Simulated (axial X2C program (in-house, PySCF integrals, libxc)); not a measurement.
# SnF: EOM-IP-CCSD levels

Aim: EOM-IP-CCSD levels of SnF, with spin–orbit coupling in the Hamiltonian from the start.

The runs use an in-house X2C program for linear molecules on PySCF integrals; two-component X2C with atomic mean-field terms, Sn dyall-acv3z, F dyall-av3z.

All values are calculated.

## Step 1: Input

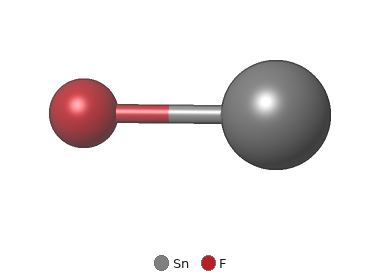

The two atoms at 2.040 Å (tin grey, fluorine red).

task.json reads:

```json
{"zs": [50, 9], "q": 0, "bas": ["dyall-acv3z", "dyall-av3z"], "r0": 2.04, "eom": "ip", "rq": -1, "thr": -1.0, "nmax": 95, "grid": [1, 0.96, 1.045, 0.92, 1.09, 1.15]}
```

Keys: zs atomic numbers; q charge; bas basis sets; r0 starting distance in Å; eom kind of EOM run; thr threshold in hartree for freezing inner shells (an s shell follows its p shell); nmax most natural virtual spinors; grid distances as factors.

On the command line:

```bash
$ python soeom.py task.json out
```

Nuclei are Gaussian, cores are contracted, and the Gaunt term is on.

## Step 2: EOM-IP-CCSD at 2.038 Å

Reference: the closed shell SnF⁻; 12 electrons correlated, 94 virtual spinors; roots sought by Ω: 1/2: 4, 3/2: 3, 5/2: 1.

Output:

```text
two-component X2C + atomic mean field  HF
basis functions 199  fitting functions 1002  grid points 5079
iter        total energy     max residual
   1      -6270.812630604     1.85e-01
   2      -6270.845490698     5.11e-03
   3      -6270.846403111     3.56e-03
   4      -6270.846615603     9.32e-04
   5      -6270.846656030     1.74e-04
   6      -6270.846661143     8.84e-05
   7      -6270.846662128     6.48e-05
   8      -6270.846662517     4.48e-05
   9      -6270.846662687     2.50e-05
  10      -6270.846662744     1.20e-05
  11      -6270.846662759     4.78e-06
  12      -6270.846662763     6.19e-07
  13      -6270.846662763     2.83e-07
converged
one-electron -8869.38950717  Coulomb 2659.40279776  exact exchange -174.17869731  xc functional 0.00000000  nuclear repulsion 116.84482086  atomic mean-field constant -3.52607691
correlated 12  virtual 288  natural virtual 94  E(MP2) -0.359884559  MP2 remainder -0.017562291
iter   CCSD correlation   residual
   1     -0.341372685   1.66e-01
   2     -0.352061869   9.20e-02
   3     -0.356103599   6.25e-02
   4     -0.356445397   4.17e-02
   5     -0.357379285   2.62e-02
   6     -0.357803084   1.09e-02
   7     -0.357784538   4.02e-03
   8     -0.357795561   1.17e-03
   9     -0.357809736   4.49e-04
  10     -0.357803136   1.81e-04
  11     -0.357803606   7.37e-05
  12     -0.357802497   3.60e-05
  13     -0.357802265   1.87e-05
  14     -0.357802122   1.17e-05
  15     -0.357802075   8.08e-06
  16     -0.357801957   5.48e-06
  17     -0.357801895   3.23e-06
  18     -0.357801835   1.92e-06
  19     -0.357801790   1.08e-06
  20     -0.357801776   5.26e-07
(T) -0.013938691  T1 0.0230  D1 0.0319  max T2 0.302
EOM-IP-CCSD roots
2*Omega      energy/Eh   energy/eV  one-particle weight
    1       0.03878949      1.0555      0.944
    1       0.19648508      5.3466      0.229
    1       0.20898407      5.6867      0.742
    1       0.27145442      7.3867      0.000
    3       0.08626252      2.3473      0.000
    3       0.23934448      6.5129      0.000
    3       0.28014496      7.6231      0.000
    5       0.27962299      7.6089      0.000
```

T1 in the output is the amplitude norm over the root of the electron number; divide by √2 for the Lee–Taylor value.

```
  Ω  vertical IE (eV)  above lowest (cm⁻¹)                          spinor  weight
1/2             1.056                    0              88% Sn pπ, 7% F pπ    0.94
1/2             5.687                37350  55% Sn sσ, 26% F pσ, 14% Sn pσ    0.74
```

Wall time 24 s (1 thread of Intel Xeon Platinum 8375C at 2.90GHz (Ice Lake), shared host); peak memory 0.78 GiB.

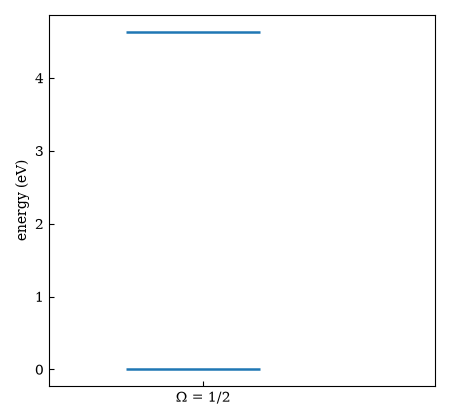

The roots by Ω, from the lowest.

## Step 3: EOM-IP-CCSD at 1.956 Å

```
  Ω  vertical IE (eV)  above lowest (cm⁻¹)                          spinor  weight
1/2             0.941                    0              86% Sn pπ, 8% F pπ    0.94
1/2             5.638                37890  57% Sn sσ, 23% F pσ, 15% Sn pσ    0.66
```

Wall time 28 s (1 thread of Intel Xeon Platinum 8375C at 2.90GHz (Ice Lake), shared host); peak memory 0.81 GiB.

## Step 4: EOM-IP-CCSD at 2.130 Å

```
  Ω  vertical IE (eV)  above lowest (cm⁻¹)                          spinor  weight
1/2             1.189                    0              89% Sn pπ, 6% F pπ    0.95
1/2             5.738                36690  51% Sn sσ, 32% F pσ, 13% Sn pσ    0.80
3/2             7.262                48990                        95% F pπ    0.90
1/2             7.409                50170                        95% F pπ    0.87
```

Run time: 28 s. Hardware: 1 thread of Intel Xeon Platinum 8375C at 2.90GHz (Ice Lake), shared host; peak memory 0.84 GiB.

## Step 5: EOM-IP-CCSD at 2.221 Å

```
  Ω  vertical IE (eV)  above lowest (cm⁻¹)                          spinor  weight
1/2             1.324                    0                       90% Sn pπ    0.95
1/2             5.770                35850  45% Sn sσ, 39% F pσ, 12% Sn pσ    0.83
3/2             6.852                44580                        95% F pπ    0.89
1/2             6.997                45760                        95% F pπ    0.89
```

It took 26 s on 1 thread of Intel Xeon Platinum 8375C at 2.90GHz (Ice Lake), shared host; peak memory 0.84 GiB.

## Step 6: EOM-IP-CCSD at 2.344 Å

```
  Ω  vertical IE (eV)  above lowest (cm⁻¹)                          spinor  weight
1/2             1.508                    0                       91% Sn pπ    0.95
1/2             5.752                34230  52% F pσ, 34% Sn sσ, 10% Sn pσ    0.86
3/2             6.372                39230                        96% F pπ    0.90
1/2             6.505                40310                        95% F pπ    0.90
```

Wall time 29 s (1 thread of Intel Xeon Platinum 8375C at 2.90GHz (Ice Lake), shared host); peak memory 0.84 GiB.

## Step 7: Summary of results

| quantity | value |
| --- | --- |
| lowest root at 2.038 Å | Ω = 1/2, 1.056 eV |
| next root led by one particle | Ω = 1/2, about 37350 cm⁻¹ higher |
| T1 of the reference | 0.016 |

In words: Removing an electron from the reference determinant of SnF⁻ costs 1.06 eV and empties a spinor of 88% Sn pπ, 7% F pπ. The closed-shell reference lies 0.41 eV above the lowest determinant found, so these energies count from an excited configuration. Errors of 0.1 to 0.3 eV are usual at this size, and roots led by higher excitations are left out, so the list is incomplete, and low states of that kind can be missing. T1 or the largest double amplitude of the reference is raised, which lowers the reliability.
